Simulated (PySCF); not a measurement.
**C4H8OSi2: density, localisation and related maps**

```xyz
15

Si    2.7211    0.3076   -0.5447
Si    1.1744   -0.8528    0.7245
C    -0.5601   -0.2851    0.2995
C    -1.5460    0.3571    0.9981
C    -2.6231    0.5505    0.1045
C    -2.2193    0.0151   -1.0798
O    -0.9806   -0.4862   -0.9751
H     2.5581    0.0796   -1.9831
H     4.0935   -0.0847   -0.2103
H     2.6409    1.7581   -0.3410
H     1.2140   -2.3063    0.5040
H     1.2942   -0.6463    2.1741
H    -1.5012    0.6487    2.0278
H    -3.5633    1.0202    0.3110
H    -2.7070   -0.0676   -2.0315
```

Geometry: GFN2-xTB.

All numbers below come from PySCF, PBE0/pcSseg-1, SCF density, gas phase, non-relativistic.

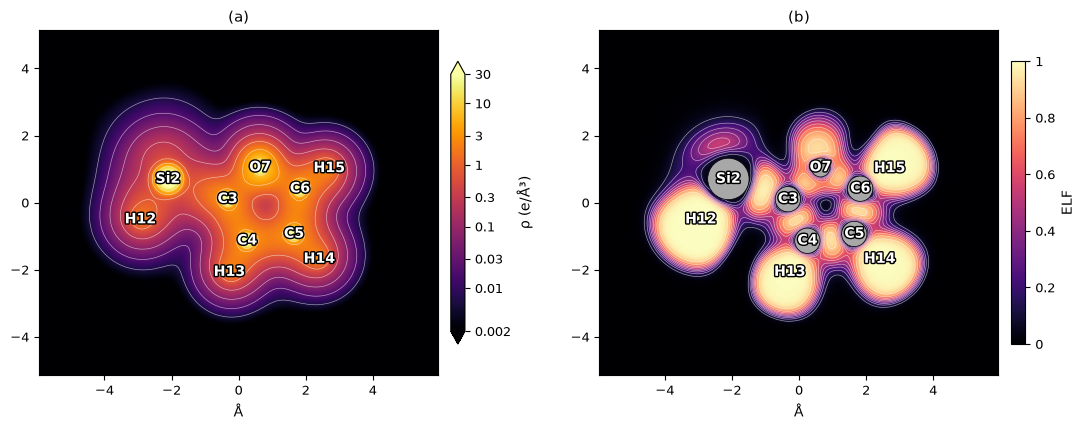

Figure 1. (a) electron density; (b) electron localisation function on the plane of atoms C3, O7 and C6. Grey discs cover the atomic cores in the ELF map.

**Interpret the plot.**

The plane passes through Si, C, O and H nuclei. C–O (1.34 Å): ρ at the midpoint is about 2.4 e/Å³; the ELF peaks at about 0.90 between the atoms: a shared but strongly polarised pair. C–C (1.36 Å): ρ is about 2.2 e/Å³ halfway; the ELF peaks at about 0.95 between the atoms, as expected for localised, covalent bonding. C–Si (1.87 Å): ρ is about 0.94 e/Å³ halfway; the ELF peaks at about 1 between the atoms, as expected for a shared electron pair. C–H (1.07 Å): the density is about 2.1 e/Å³ at the midpoint; the ELF climbs to about 1 towards the hydrogen, as it does in any bond to H: an ordinary covalent bond to hydrogen. C–C (1.41 Å): ρ is about 2 e/Å³ halfway; the ELF peaks at about 0.95 between the atoms; a covalent bond. The ELF also peaks beside O7, away from the bonds: lone-pair regions.

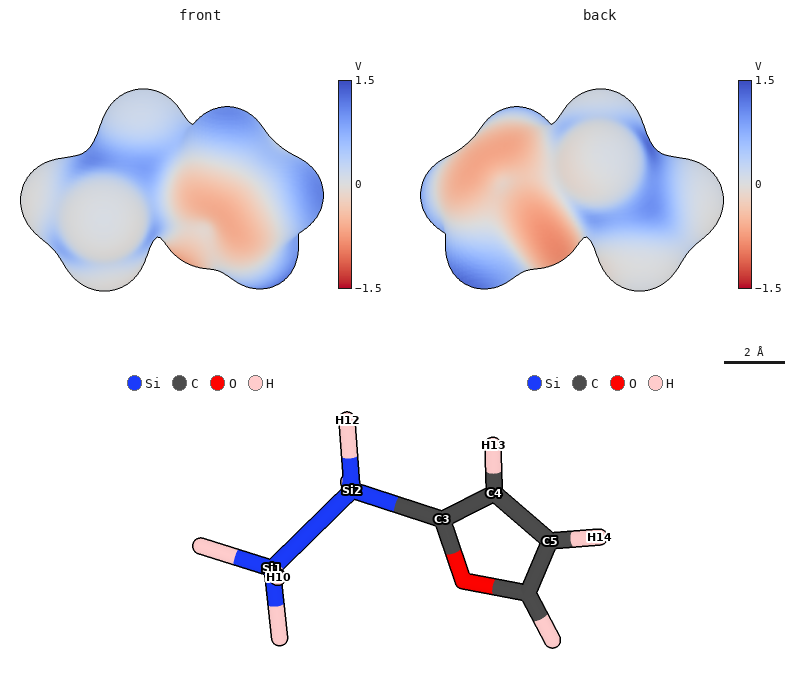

Figure 2. The electrostatic potential painted on the density surface at 0.002 e/bohr³, seen from the front and from behind; the colour scale runs from red (negative) to blue (positive). The bare structure is drawn below in the same view.

**Where is the surface potential most negative and most positive?**

The most negative region (about −0.8 V) lies over O7, the most positive (about +1.2 V) over Si2 and H15.
